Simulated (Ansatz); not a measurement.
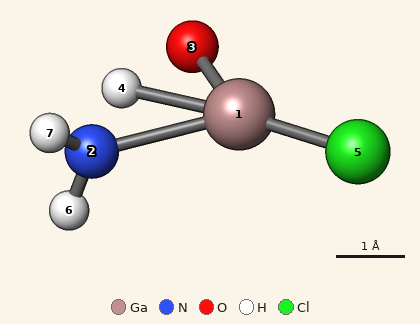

*The structure as given in the input (ball-and-stick view, seen at a tilt; atoms are numbered from 1 in the order of the input). Sticks mark near contacts.*

**Geometry relaxation, with input and output: GaNH3ClO**

GaNH3ClO, computed with RHF/def2-SVP (Ansatz 0.2.0).

The input holds or restrains some coordinates. It belongs to a series of runs on one base structure; here: pulled along the bonds that form and break, towards end B. Figures and captions count atoms from 1; the log counts them from 0 in places.

Output:
```
The last accepted step is kept in [file] (removed where the run ends without a failure and the disk answers)
Engine: ansatz 0.2.0, x86_64-unknown-linux-gnu
Functional definition: HF
  exchange = exact_x
  correlation = 0
968 factors; integrals over basis functions are off by at most 3.1e-4 eV
mean field evaluation 1: about -68385.5983 eV, gradient 4.8e1 eV
mean field evaluation 2: about -68385.6380 eV, gradient 4.8e1 eV
mean field evaluation 4: about -68390.4858 eV, gradient 5.1e0 eV
mean field evaluation 8: about -68390.5583 eV, gradient 4.4e-1 eV
mean field -68390.55934181 eV, -2513.3066990254 hartree, gradient 2.8e-5 eV, S^2 0.000000; 0 other end points of the search recorded, 0 dependent functions left out
the calculation of the forces begins
reference -68390.55934181 eV, -2513.3066990254 hartree; 33, 33 occupied and 60, 60 virtual orbitals, 968 factors
relax step   1: F+E_penalty+E_count = -68390.55934181 eV  Δ(F+E_penalty+E_count) = +0.000e0 eV  max|allowed force component| = 1.489e0 eV/Å  E_restraint = 30.59039747 eV  max|allowed force component, restraints' pulls added| = 3.602e1 eV/Å  Δτ_max = 0.0000 Å  (40 SCF iters, accepted)
  distance H 3 - N 1 = 1.3473 Å
  distance Ga 0 - N 1 = 2.2531 Å
  distance H 3 - O 2 = 1.2811 Å
these checks for a lower state are left out or cut short: starts, cluster_reference, orbital_swaps, neighbouring_geometries, increment
968 factors; integrals over basis functions are off by at most 6.0e-4 eV
mean field evaluation 16: about -68389.9177 eV, gradient 1.8e-2 eV
mean field -68389.98100664 eV, -2513.2854456000 hartree, gradient 4.0e-5 eV, S^2 0.000000; 0 other end points of the search recorded, 0 dependent functions left out
the calculation of the forces begins
reference -68389.98100664 eV, -2513.2854456000 hartree; 33, 33 occupied and 60, 60 virtual orbitals, 968 factors
relax step   2: F+E_penalty+E_count = -68389.98100664 eV  Δ(F+E_penalty+E_count) = +5.783e-1 eV  max|allowed force component| = 5.065e0 eV/Å  E_restraint = 13.19188835 eV  max|allowed force component, restraints' pulls added| = 2.695e1 eV/Å  Δτ_max = 0.1939 Å  (45 SCF iters, accepted)
  distance H 3 - N 1 = 1.2058 Å
  distance Ga 0 - N 1 = 2.5858 Å
  distance H 3 - O 2 = 1.6143 Å
these checks for a lower state are left out or cut short: starts, cluster_reference, orbital_swaps, neighbouring_geometries, increment
968 factors; integrals over basis functions are off by at most 8.3e-4 eV
mean field -68390.29738299 eV, -2513.2970722163 hartree, gradient 2.9e-5 eV, S^2 0.000000; 0 other end points of the search recorded, 0 dependent functions left out
the calculation of the forces begins
reference -68390.29738299 eV, -2513.2970722163 hartree; 33, 33 occupied and 60, 60 virtual orbitals, 968 factors
relax step   3: F+E_penalty+E_count = -68390.29738299 eV  Δ(F+E_penalty+E_count) = -3.164e-1 eV  max|allowed force component| = 3.735e0 eV/Å  E_restraint = 4.38236063 eV  max|allowed force component, restraints' pulls added| = 1.151e1 eV/Å  Δτ_max = 0.1949 Å  (41 SCF iters, accepted)
  distance H 3 - N 1 = 1.0418 Å
  distance Ga 0 - N 1 = 2.8061 Å
  distance H 3 - O 2 = 1.9353 Å
these checks for a lower state are left out or cut short: starts, cluster_reference, orbital_swaps, neighbouring_geometries, increment
968 factors; integrals over basis functions are off by at most 8.5e-4 eV
mean field evaluation 32: about -68390.4726 eV, gradient 2.6e-3 eV
mean field -68390.47262488 eV, -2513.3035122369 hartree, gradient 2.6e-5 eV, S^2 0.000000; 0 other end points of the search recorded, 0 dependent functions left out
the calculation of the forces begins
reference -68390.47262488 eV, -2513.3035122369 hartree; 33, 33 occupied and 60, 60 virtual orbitals, 968 factors
relax step   4: F+E_penalty+E_count = -68390.47262488 eV  Δ(F+E_penalty+E_count) = -1.752e-1 eV  max|allowed force component| = 1.265e0 eV/Å  E_restraint = 0.38322325 eV  max|allowed force component, restraints' pulls added| = 4.045e0 eV/Å  Δτ_max = 0.1998 Å  (41 SCF iters, accepted)
  distance H 3 - N 1 = 0.9824 Å
  distance Ga 0 - N 1 = 3.0901 Å
  distance H 3 - O 2 = 2.2025 Å
these checks for a lower state are left out or cut short: starts, cluster_reference, orbital_swaps, neighbouring_geometries, increment
968 factors; integrals over basis functions are off by at most 7.2e-4 eV
mean field -68390.67742167 eV, -2513.3110383802 hartree, gradient 3.1e-5 eV, S^2 0.000000; 0 other end points of the search recorded, 0 dependent functions left out
the calculation of the forces begins
reference -68390.67742167 eV, -2513.3110383802 hartree; 33, 33 occupied and 60, 60 virtual orbitals, 968 factors
relax step   5: F+E_penalty+E_count = -68390.67742167 eV  Δ(F+E_penalty+E_count) = -2.048e-1 eV  max|allowed force component| = 1.635e0 eV/Å  E_restraint = 0.01089538 eV  max|allowed force component, restraints' pulls added| = 1.714e0 eV/Å  Δτ_max = 0.1943 Å  (38 SCF iters, accepted)
  distance H 3 - N 1 = 1.0359 Å
  distance Ga 0 - N 1 = 3.2084 Å
  distance H 3 - O 2 = 2.2729 Å
these checks for a lower state are left out or cut short: starts, cluster_reference, orbital_swaps, neighbouring_geometries, increment
968 factors; integrals over basis functions are off by at most 7.8e-4 eV
mean field -68390.84452958 eV, -2513.3171794827 hartree, gradient 2.8e-5 eV, S^2 0.000000; 0 other end points of the search recorded, 0 dependent functions left out
the calculation of the forces begins
reference -68390.84452958 eV, -2513.3171794827 hartree; 33, 33 occupied and 60, 60 virtual orbitals, 968 factors
relax step   6: F+E_penalty+E_count = -68390.84452958 eV  Δ(F+E_penalty+E_count) = -1.671e-1 eV  max|allowed force component| = 4.349e-1 eV/Å  E_restraint = 0.00785084 eV  max|allowed force component, restraints' pulls added| = 2.990e-1 eV/Å  Δτ_max = 0.1488 Å  (39 SCF iters, accepted)
  distance H 3 - N 1 = 1.0158 Å
  distance Ga 0 - N 1 = 3.2100 Å
  distance H 3 - O 2 = 2.2803 Å
these checks for a lower state are left out or cut short: starts, cluster_reference, orbital_swaps, neighbouring_geometries, increment
968 factors; integrals over basis functions are off by at most 7.9e-4 eV
mean field -68390.84391621 eV, -2513.3171569416 hartree, gradient 2.4e-5 eV, S^2 0.000000; 0 other end points of the search recorded, 0 dependent functions left out
the calculation of the forces begins
reference -68390.84391621 eV, -2513.3171569416 hartree; 33, 33 occupied and 60, 60 virtual orbitals, 968 factors
relax step   7: F+E_penalty+E_count = -68390.84391621 eV  Δ(F+E_penalty+E_count) = +6.134e-4 eV  max|allowed force component| = 5.515e-1 eV/Å  E_restraint = 0.00394328 eV  max|allowed force component, restraints' pulls added| = 7.675e-2 eV/Å  Δτ_max = 0.0716 Å  (40 SCF iters, accepted)
  distance H 3 - N 1 = 1.0157 Å
  distance Ga 0 - N 1 = 3.2153 Å
  distance H 3 - O 2 = 2.2751 Å
968 factors; integrals over basis functions are off by at most 7.9e-4 eV
mean field evaluation 64: about -68390.8384 eV, gradient 3.2e-1 eV
```

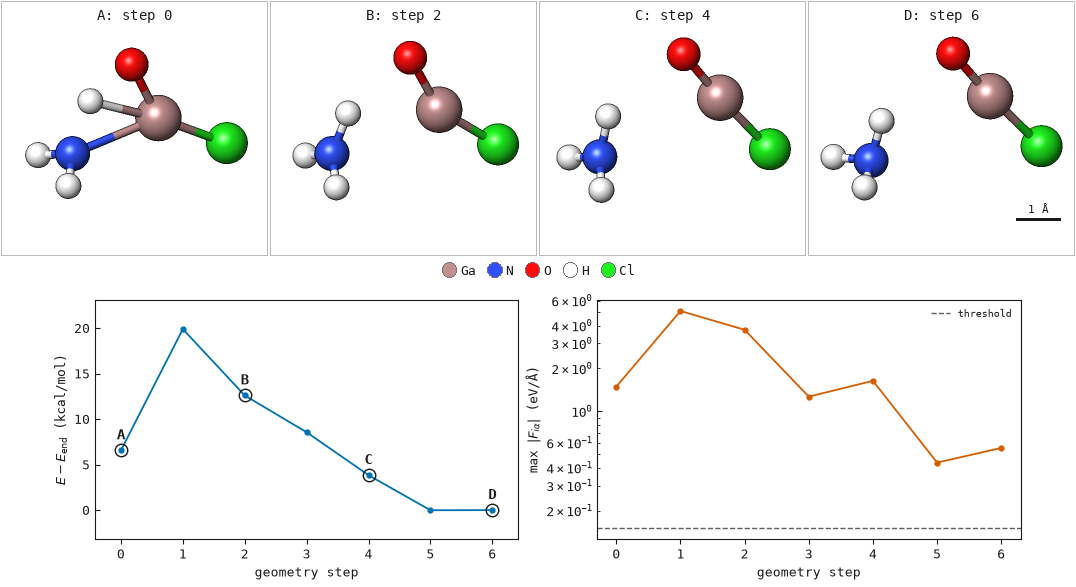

*Frames of the restrained relaxation (ball-and-stick view, seen at a tilt) above the curves, on which the letters mark them (the first geometry is step 0 here and step 1 in the log).*

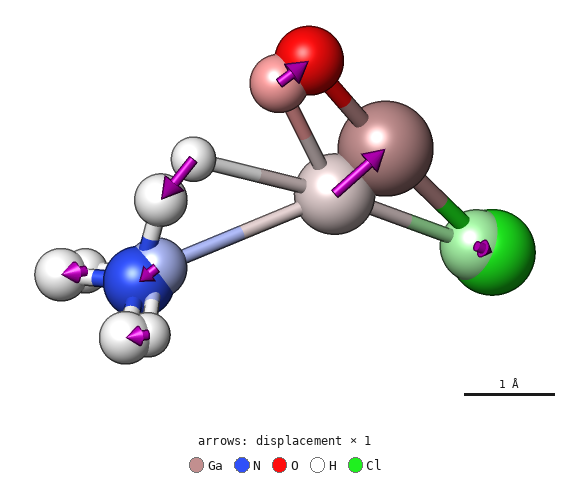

*Start (faint) and end (solid) with the displacements as pink arrows, at true length (ball-and-stick view, seen at a tilt). The two geometries are laid on each other by the best rigid fit.*

The atom that moves furthest after the best rigid fit is Ga1 (0.76 Å). By element the largest moves are Ga 0.76 Å, H 0.59 Å, O 0.42 Å, N 0.25 Å, Cl 0.23 Å. Among the contacts that change: Ga1–N2 2.253 → 3.215 Å, Ga1–H4 1.954 → 2.801 Å, N2–H4 1.347 → 1.016 Å, Ga1–O3 1.705 → 1.639 Å. New bonds form: N2–H4 (1.35 → 1.02 Å). Bonds break: Ga1–N2 (2.25 → 3.22 Å). Among the angles that change: O3–Ga1–Cl5 145.2° → 176.2°. After 6 geometry steps the energy has fallen by 6.56 kcal/mol. Largest force component: 1.5 eV/Å at the start, 0.55 eV/Å at the end. (Atoms are counted from 1 in the order of the input.)

```
mean field -68390.84391621 eV, -2513.3171569416 hartree, gradient 2.4e-5 eV, S^2 0.000000; 1 other end points of the search recorded, 0 dependent functions left out
the calculation of the forces begins
reference -68390.84391621 eV, -2513.3171569416 hartree; 33, 33 occupied and 60, 60 virtual orbitals, 968 factors
Total energy: -68390.84391621 eV, -2513.3171569416 hartree
Atom 0 at    -0.997410     0.493892     1.528385 Å, force     0.163416    -0.081774    -0.307956 eV/Å
Atom 1 at     0.635371    -0.272768    -1.133213 Å, force    -0.214170     0.069093     0.551488 eV/Å
Atom 2 at     0.108372    -0.647683     1.927136 Å, force    -0.036655     0.026659     0.069563 eV/Å
Atom 3 at     0.832220    -0.692057    -0.229334 Å, force     0.072694     0.011753    -0.327752 eV/Å
Atom 4 at    -2.458702     1.952927     1.150073 Å, force     0.004448    -0.001177     0.003960 eV/Å
Atom 5 at     0.407503    -1.007823    -1.779216 Å, force    -0.003563    -0.021005     0.001874 eV/Å
Atom 6 at     1.472845     0.173513    -1.463933 Å, force     0.013831    -0.003549     0.008824 eV/Å
Dipole moment:    -0.265124     0.350519    -0.338068 e Å
```

Trajectory as extended XYZ (Å, eV, eV/Å), 7 frames, from step=1 to step=7:
```
7
Properties=species:S:1:pos:R:3:forces:R:3 step=1 energy=-68390.55934
Ga   -0.7357    0.4589    0.8132    1.4887  -1.0592  -1.1166
N     0.5499   -0.2454   -0.8978   -1.0034   0.4628   1.3529
O     0.2825   -0.6988    1.5406    0.4757  -0.0172  -1.4144
H     0.7210   -0.7538    0.3381   -0.1525  -0.0985   0.8329
Cl   -2.2937    1.7938    1.1268   -0.5624   0.5705  -0.1595
H     0.1835   -0.8660   -1.6130    0.1074   0.2995   0.3036
H     1.2927    0.3113   -1.3080   -0.3534  -0.1579   0.2011
7
Properties=species:S:1:pos:R:3:forces:R:3 step=2 energy=-68389.98101
Ga   -0.8254    0.4944    0.9813    3.6553  -3.5450   0.5454
N     0.6588   -0.3266   -0.9704   -1.5923  -0.1380   5.0655
O     0.2224   -0.6818    1.6734   -1.0935   1.3758  -1.1904
H     0.7682   -0.7444    0.1554    0.1492   0.8212  -3.2472
Cl   -2.3197    1.8162    1.1320   -1.9359   1.8443  -0.2204
H     0.1851   -0.8763   -1.6405    0.0238  -0.5803  -0.5763
H     1.3108    0.3185   -1.3314    0.7934   0.2221  -0.3766
7
Properties=species:S:1:pos:R:3:forces:R:3 step=3 energy=-68390.29738
Ga   -0.8763    0.5037    1.1148    3.6609  -3.7345   1.1769
N     0.7292   -0.3825   -1.0091   -1.3612   0.3377   2.7401
O     0.1666   -0.6634    1.7883   -1.2725   1.4746  -0.9474
H     0.8175   -0.7354   -0.0329    0.4240   0.0800  -1.4458
Cl   -2.3471    1.8426    1.1277   -2.1414   2.0821  -0.3970
H     0.1843   -0.8882   -1.6511   -0.0858  -0.5720  -0.6915
H     1.3259    0.3232   -1.3378    0.7759   0.3322  -0.4353
7
Properties=species:S:1:pos:R:3:forces:R:3 step=4 energy=-68390.47262
Ga   -0.9239    0.4931    1.3085    1.1683  -1.2651   0.5492
N     0.7989   -0.4279   -1.0857   -0.8912   0.6554   0.2656
O     0.1189   -0.6508    1.8996   -0.4208   0.5163  -0.3641
H     0.8824   -0.7564   -0.1636    0.4064  -0.5723   0.9138
Cl   -2.4109    1.9072    1.1070   -0.5790   0.6383  -0.3357
H     0.1832   -0.9026   -1.6937    0.0280  -0.1237  -0.5649
H     1.3515    0.3374   -1.3721    0.2883   0.1511  -0.4641
7
Properties=species:S:1:pos:R:3:forces:R:3 step=5 energy=-68390.67742
Ga   -0.9868    0.4987    1.4923    0.6129  -0.5123  -0.2956
N     0.7180   -0.3509   -1.0896   -0.6432   0.0652   1.6347
O     0.1199   -0.6519    1.9075   -0.3780   0.3321   0.1210
H     0.9599   -0.8194   -0.1978   -0.1515   0.5491  -1.3824
Cl   -2.4461    1.9510    1.0703    0.0147  -0.0023   0.0055
H     0.2336   -0.9356   -1.7543    0.7344   0.2863   0.0864
H     1.4018    0.3080   -1.4284   -0.1893  -0.7182  -0.1697
7
Properties=species:S:1:pos:R:3:forces:R:3 step=6 energy=-68390.84453
Ga   -1.0062    0.4970    1.5399    0.2012  -0.0583  -0.4349
N     0.6434   -0.2809   -1.1016   -0.2207   0.0890   0.3020
O     0.1132   -0.6382    1.9149   -0.0404  -0.0205   0.1941
H     0.8819   -0.7437   -0.2293    0.0265   0.0829  -0.3679
Cl   -2.4641    1.9539    1.1286    0.0191  -0.0296   0.0415
H     0.3755   -0.9700   -1.7831   -0.0375  -0.0778   0.1213
H     1.4565    0.1818   -1.4695    0.0517   0.0142   0.1438
7
Properties=species:S:1:pos:R:3:forces:R:3 step=7 energy=-68390.84392
Ga   -0.9974    0.4939    1.5284    0.1634  -0.0818  -0.3080
N     0.6354   -0.2728   -1.1332   -0.2142   0.0691   0.5515
O     0.1084   -0.6477    1.9271   -0.0367   0.0267   0.0696
H     0.8322   -0.6921   -0.2293    0.0727   0.0118  -0.3278
Cl   -2.4587    1.9529    1.1501    0.0044  -0.0012   0.0040
H     0.4075   -1.0078   -1.7792   -0.0036  -0.0210   0.0019
H     1.4728    0.1735   -1.4639    0.0138  -0.0035   0.0088
```

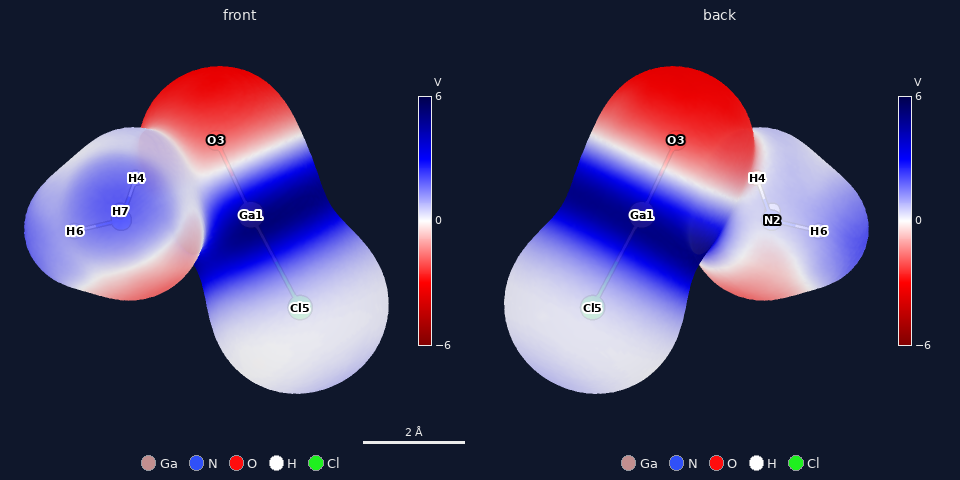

*The electrostatic potential painted on the density surface at 0.004 e/bohr³, seen at a tilt and from behind; the colour scale runs from red (negative) to blue (positive).*

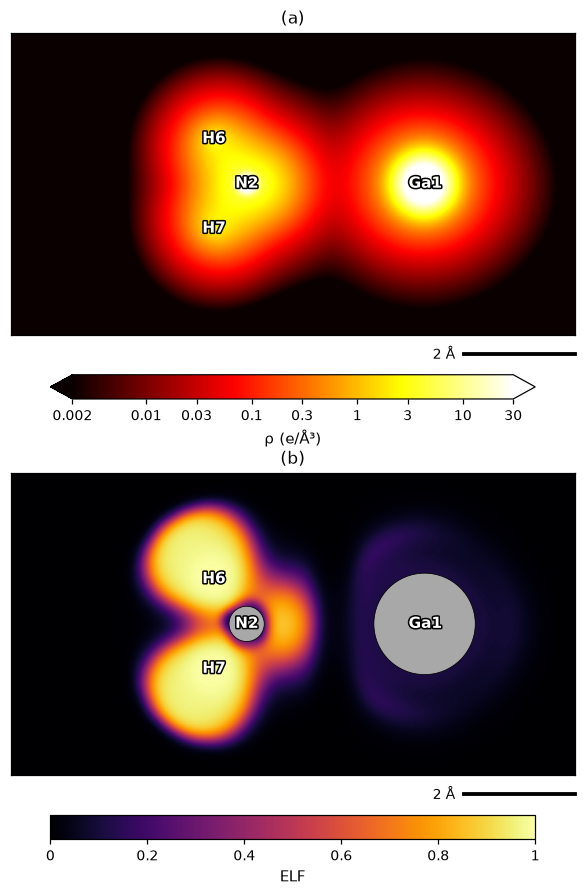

*(a) electron density; (b) ELF on the plane of atoms H6, N2 and H7. Grey discs, where drawn, cover atomic cores.*

The section cuts through Ga, N and H sites. Ga1···N2 (3.22 Å): ρ at the midpoint is about 0.06 e/Å³; the ELF is only about 0.05 between them.

This output came from the following input.

The input:
```yaml
crystal:
  periodic: [false, false, false]
  atoms:
    - { symbol: Ga, position_ang: [-0.7357, 0.4589, 0.8132] }
    - { symbol: "N", position_ang: [0.5499, -0.2454, -0.8978] }
    - { symbol: O, position_ang: [0.2825, -0.6988, 1.5406] }
    - { symbol: H, position_ang: [0.721, -0.7538, 0.3381] }
    - { symbol: Cl, position_ang: [-2.2937, 1.7938, 1.1268] }
    - { symbol: H, position_ang: [0.1835, -0.866, -1.613] }
    - { symbol: H, position_ang: [1.2927, 0.3113, -1.308] }
basis:
  gaussian: { orbitals: def2-SVP }
hamiltonian:
  xc: hf
relax:
  f_tol: 0.15
  max_steps: 25
  restrain:
    - { distance: [3, 1], at: 1.02, k: 30.0 }
    - { distance: [0, 1], at: 3.23, k: 30.0 }
    - { distance: [3, 2], at: 2.27, k: 30.0 }
output:
  orbitals: {}
```

Command:
```bash
ansatz run input.yaml --threads 2 --pin off --max-ram 3072MiB --backend cpu --events-out ev --progress --plain --runs-dir out
```

Summary:

```csv
quantity,value
outcome,converged under the restraints of the input
total energy,−68390.8439 eV
mean-field energy,−68390.8439 eV
"largest force (length of the vector) at the end, held atoms and coordinates included",0.596 eV/Å
hardware,"2 threads of Intel Xeon (Granite Rapids), 64 GiB of memory available, shared host"
wall time,8.2 s (CPU time 15 s)
peak memory,0.2 GiB
```
